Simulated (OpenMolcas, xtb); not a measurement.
[SiH3]+ (SMILES [SiH3+]): the vertical ionisation energy, rung by rung

[SiH3]+ has 4 atoms, charge +1, and is taken as a singlet. As SMILES, `[SiH3+]`. The coordinates come from a PBE0-D4/def2-TZVP relaxation.

Quantity: the vertical ionisation energy (to the doublet dication), in eV. The values are calculated.

```json
{"level": "GFN2-xTB", "kind": "semi-empirical", "program": "xtb", "value (eV)": "22.78", "CPU time (all runs)": "under 2 s"}
{"level": "HF/aug-cc-pVTZ", "kind": "Hartree–Fock", "program": "OpenMolcas", "value (eV)": "20.10", "CPU time (all runs)": "27 s"}
{"level": "SVWN5/aug-cc-pVTZ", "kind": "LDA", "program": "OpenMolcas", "value (eV)": "20.53", "CPU time (all runs)": "67 s"}
{"level": "revPBE/aug-cc-pVTZ", "kind": "GGA", "program": "OpenMolcas", "value (eV)": "20.52", "CPU time (all runs)": "72 s"}
{"level": "r2SCAN/aug-cc-pVTZ", "kind": "meta-GGA", "program": "OpenMolcas", "value (eV)": "20.60", "CPU time (all runs)": "94 s"}
{"level": "M06-2X/aug-cc-pVTZ", "kind": "hybrid meta-GGA", "program": "OpenMolcas", "value (eV)": "20.80", "CPU time (all runs)": "85 s"}
{"level": "FCI/3-21G, open shells restricted", "kind": "exact in the basis", "program": "OpenMolcas", "value (eV)": "20.47", "CPU time (all runs)": "6.2 s"}
```

The values span 20.10 to 22.78 eV. The xTB values lack the empirical shift that such differences need. High-level rows in very small sets aren't better than simpler rows in larger ones. CPU times are rough (shared hosts, several kinds of processor): they show what a rung costs within a factor of a few.

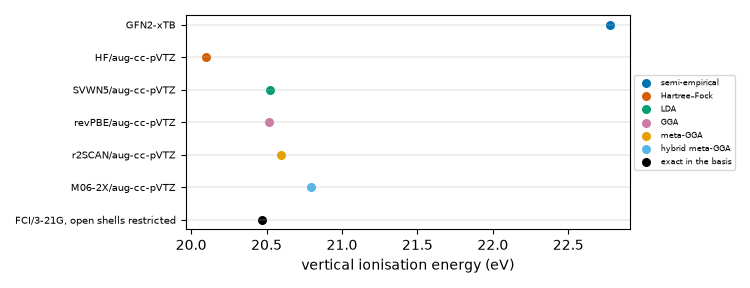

The values of the table, level by level.
